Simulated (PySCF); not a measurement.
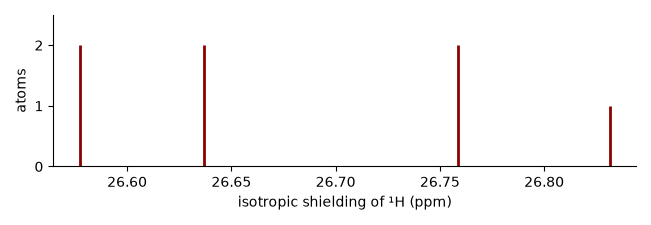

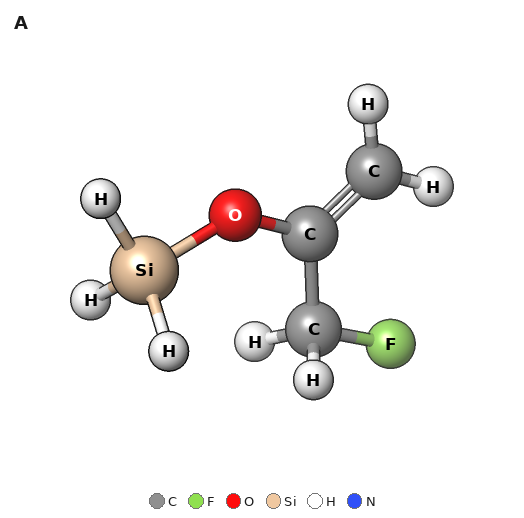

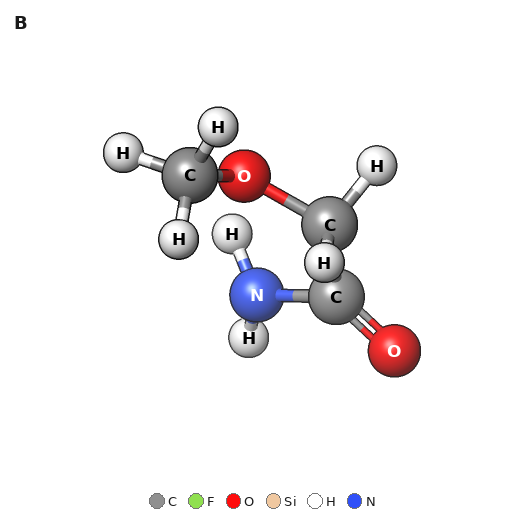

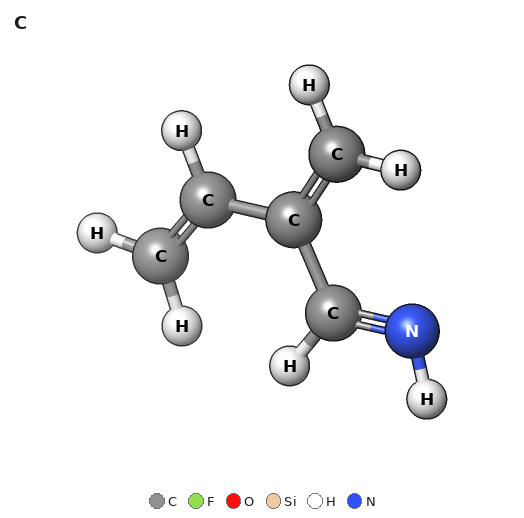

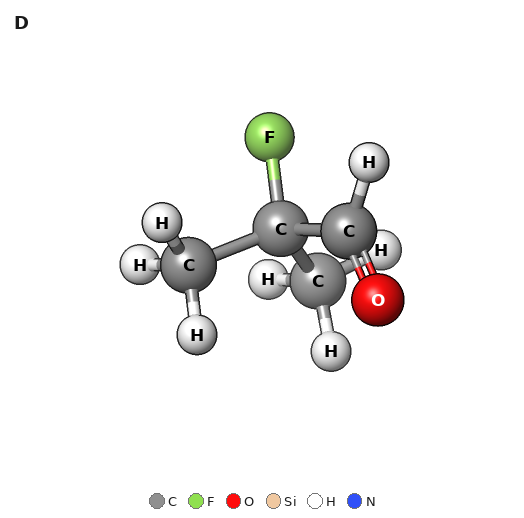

The sticks are computed shieldings of one of the molecules, for one fixed geometry (GFN2-xTB) without averaging over rotations. Low shielding means a high chemical shift. Method: GIAO PBE0/pcSseg-1 NMR shielding, non-relativistic, gas phase (PySCF 2.14.0).

Question: Which molecule gives this pattern?

Answer: A, `C=C(CF)O[SiH3]`. Its 7 H atoms give lines at 26.58 (2 atoms), 26.64 (2 atoms), 26.76 (2 atoms), 26.83 ppm.

The geometry is semi-empirical. Around Si such bond lengths and angles can be off by a tenth of an ångström or more and by several degrees, and values that hang on the shape move with them.
